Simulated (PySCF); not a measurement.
Atomic calculation, with input and output: Gd²⁺

- system: Gd²⁺, configuration 1s2 2s2 2p6 3s2 3p6 3d10 4s2 4p6 4d10 4f6 5s2 5p6 5d2, multiplicity 9.
- method: unrestricted PBE0, cc-pVDZ-X2C, spin-free X2C-1e, Gaussian nucleus (PySCF)

### Summary

```
      quantity                      value
       outcome                  converged
  total energy        −11269.4064 hartree
          ⟨S²⟩                     20.002
          ⟨L²⟩                      24.02
SCF iterations                          7
      hardware  1 CPU thread, shared host
      CPU time    5.4 s (integrals apart)
```

### Remarks

The driver held the occupations shell by shell, and empty f levels lie below the filled 5d. This is not the ground configuration of the species. ⟨L²⟩ departs from that of the intended term, so the determinant mixes terms.

### Input
```python
from pyscf import gto, scf, dft, mp, cc
import basis_set_exchange as bse
mol = gto.M(atom="Gd 0 0 0", charge=2, spin=8, symmetry="D2h",
            basis=gto.basis.parse(bse.get_basis("cc-pVDZ-X2C", elements=["Gd"], fmt="nwchem")),
            nucmod="G")
mf = dft.UKS(mol, xc="PBE0").sfx2c1e()
mf.irrep_nelec = {'Ag': (10, 9), 'B1g': (3, 2), 'B2g': (2, 2), 'B3g': (2, 2), 'Au': (1, 0), 'B1u': (5, 4), 'B2u': (6, 4), 'B3u': (6, 4)}
mf.kernel()
```

The script is an equivalent of what the driver set up; the driver started from orbitals of its own, so the log can be shorter than this script's would be, and it computed the properties (radii, ⟨L²⟩, response) afterwards. It held the occupations shell by shell, which the script's counts by irreducible representation don't always enforce.

### Log (extracts)
```
damping factor = 0
level_shift factor = 0
DIIS = <class 'pyscf.scf.diis.CDIIS'>
diis_start_cycle = 1
diis_space = 10
diis_damp = 0
SCF conv_tol = 1e-09
SCF conv_tol_grad = None
number electrons alpha = 35  beta = 27
XC functionals = PBE0
    C. Adamo and V. Barone.,  J. Chem. Phys. 110, 6158 (1999)
    M. Ernzerhof and G. E. Scuseria.,  J. Chem. Phys. 110, 5029 (1999)
cycle= 1 E= -11269.4058013177  delta_E= -0.00837  |g|= 0.0677  |ddm|= 0.244
cycle= 2 E= -11269.4058521742  delta_E= -5.09e-05  |g|= 0.0604  |ddm|= 0.11
cycle= 3 E= -11269.4063895095  delta_E= -0.000537  |g|= 0.00477  |ddm|= 0.0546
cycle= 4 E= -11269.4063941191  delta_E= -4.61e-06  |g|= 0.000366  |ddm|= 0.0058
cycle= 5 E= -11269.4063941983  delta_E= -7.91e-08  |g|= 3.86e-05  |ddm|= 0.000516
cycle= 6 E= -11269.4063941995  delta_E= -1.16e-09  |g|= 9.79e-07  |ddm|= 7.28e-05
cycle= 7 E= -11269.4063941995  delta_E= -3.64e-12  |g|= 1.26e-07  |ddm|= 3.43e-06
converged SCF energy = -11269.4063941995  <S^2> = 20.002051  2S+1 = 9.0004557
```

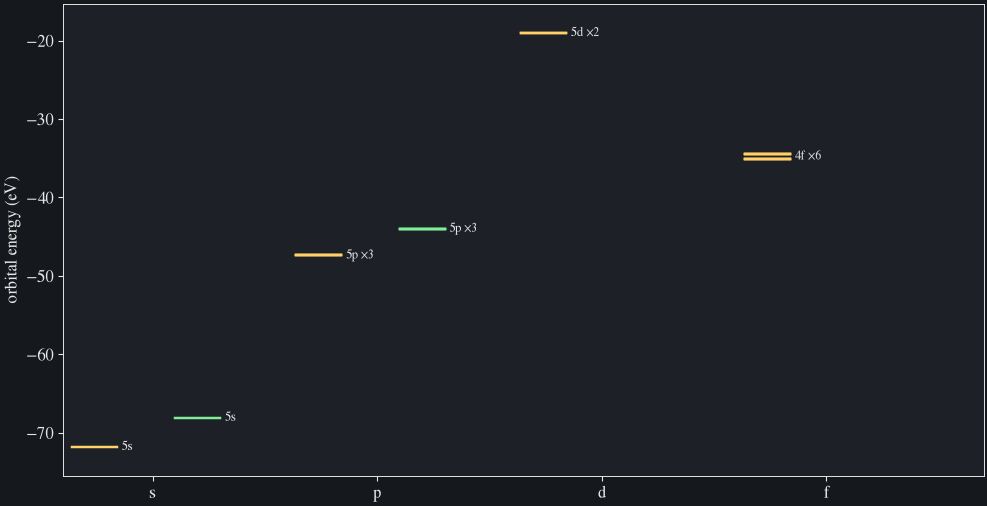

Orbital energies of the mean field, from the top down to −71.8 eV, by angular momentum, α spin at the left of each column and β at the right; ×n counts the orbitals under one label. Empty levels that the record names by l alone aren't drawn. The highest filled orbital is 5d α at −19.0 eV, the lowest empty one f α at −26.9 eV.
